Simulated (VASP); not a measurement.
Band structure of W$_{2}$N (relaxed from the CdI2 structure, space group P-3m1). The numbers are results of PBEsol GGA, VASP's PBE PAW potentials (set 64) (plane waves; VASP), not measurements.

Unless said otherwise, spin-orbit coupling is left out, though it shifts the bands of the heavy elements here.

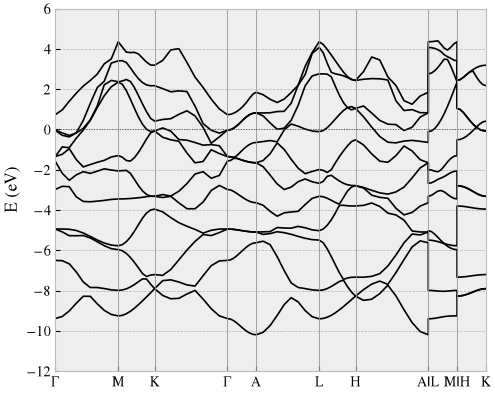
*Bands along high-symmetry lines, zero at the valence-band maximum or, without a gap, the Fermi level*

Problem. Read the plot: is there a gap, and where are the band edges?

Solution. It has no gap at this level: it comes out as a metal or semimetal. (Edges off the drawn lines would not show.)

The structure was generated: W2N was put into the CdI2 type (P-3m1), which need not be its known phase. It was relaxed first. The electron count is odd and the run is not spin-polarised, which forces a metal.
